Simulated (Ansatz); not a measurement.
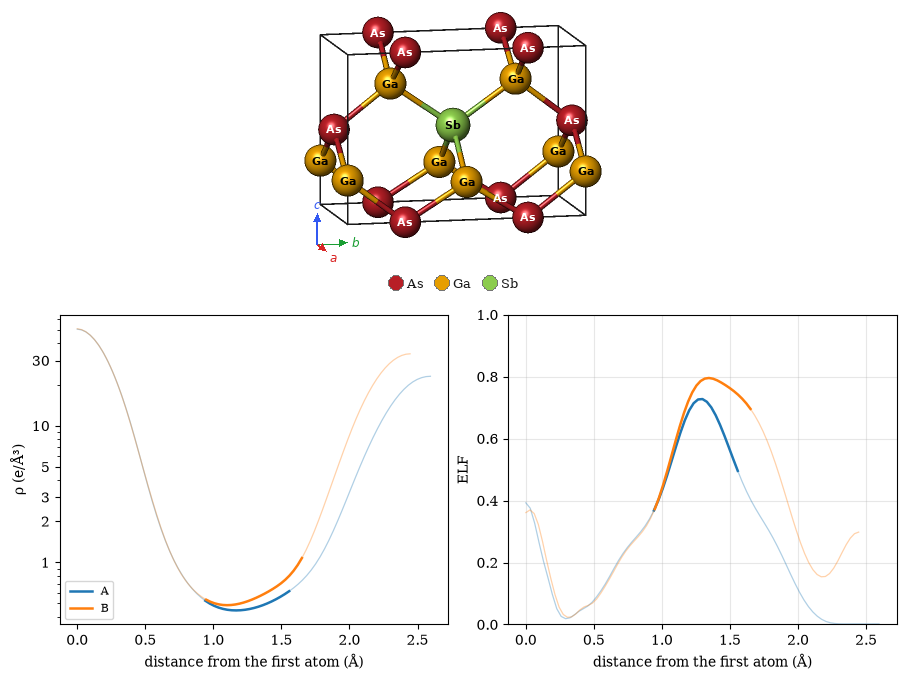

*Ga₄SbAs₃. Valence pseudo-density and ELF along straight lines between neighbouring atoms. Thin, pale parts lie inside the atomic spheres. The structure is drawn too.*

Space group Pmm2; started from the ordered alloy on zincblende lattice prototype, which need not be the ambient phase.

Computed with DFT, r2SCAN, plane waves, PAW (Ansatz 0.2.0).

In a PAW calculation such maps are meaningful between the atoms, not at the nuclei.

Which curve belongs to which contact (Ga–As and Ga–Sb)? The first atom named is at distance zero.

Curve A: Ga–Sb (2.59 Å): ρ at the midpoint is about 0.46 e/Å³; the ELF peaks at about 0.75 between the atoms. Curve B: Ga–As (2.45 Å): ρ is about 0.51 e/Å³ halfway; the ELF peaks at about 0.80 between the atoms, as expected for localised, covalent bonding.
